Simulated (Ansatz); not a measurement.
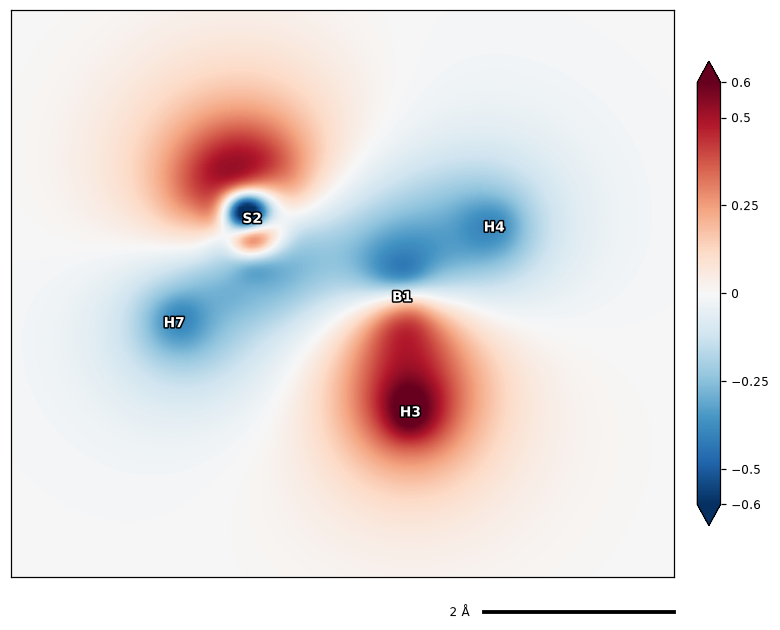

The picture shows: BH3S···H2. The HOMO−1 on the plane of atoms H3, B1 and H4 (values in Å⁻³ᐟ²; the overall sign is arbitrary).

These are results of RKS PBE-D4/def2-SVP (Ansatz), not measurements.

The calculation's input:

```
crystal:
  periodic: [false, false, false]
  atoms:
    - { symbol: B, position_ang: [0.021372, -0.351967, -0.679567] }
    - { symbol: S, position_ang: [1.040149, 1.172449, -0.42059] }
    - { symbol: H, position_ang: [-1.174385, -0.285089, -0.81985] }
    - { symbol: H, position_ang: [0.636209, -1.393962, -0.769422] }
    - { symbol: H, position_ang: [-0.066512, -0.331653, 1.486497] }
    - { symbol: H, position_ang: [-0.47471, -0.885468, 1.662778] }
    - { symbol: H, position_ang: [0.017775, 2.07579, -0.459846] }
basis:
  gaussian: { orbitals: def2-SVP }
hamiltonian:
  xc: pbe
  dispersion: d4
relax:
  f_tol: 0.03
  max_steps: 50
output:
  orbitals: {}
```

Run with:

```sh
ansatz run input.yaml --threads 1 --pin off --max-ram 2048MiB --backend cpu --events-out ev --progress --plain --runs-dir out
```

The fields are those of the relaxed geometry.

Question: Describe this orbital and give its energy.

Answer: Its weight (Hirshfeld) is mainly on S2 (about 40 %), B1 (about 25 %), H3 (about 20 %), H4 (about 10 %) and H7 (about 5 %). Its energy is −7.78 eV.
